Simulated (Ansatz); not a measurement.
```
atom    x (Å)    y (Å)    z (Å)
  Cl  -1.1143   0.2282   2.3355
  Si   0.4743  -0.0951  -0.9965
  Cl   1.7196  -1.7142  -0.9991
  Cl  -0.9674  -0.3438  -2.4219
  Cl   1.5512   1.5917  -1.4055
   H  -1.6635   0.3330   3.4875
```

The product side of a reaction path; geometry: PBE0-D4/def2-TZVP.

Method: UKS PBE0-D4/def2-TZVPP in Ansatz 0.2.0.

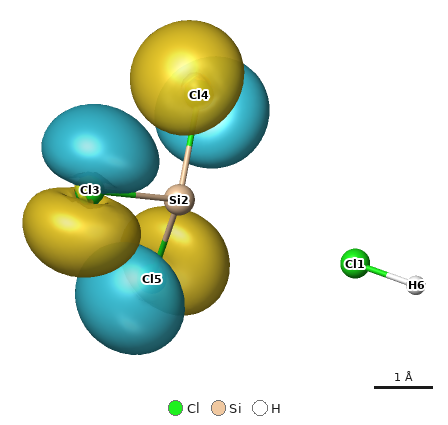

HCl···Cl₃Si (doublet). The HOMO−1 (α) at ±0.1 Å⁻³ᐟ² (yellow and cyan are the two phases), seen at a tilt.

**What is the character of this orbital?**

Its weight (Hirshfeld) is mainly on Cl4 (about 30 %), Cl3 (about 30 %) and Cl5 (about 30 %); largely a combination of lone pairs on Cl4, Cl3 and Cl5. Its energy is −9.38 eV.
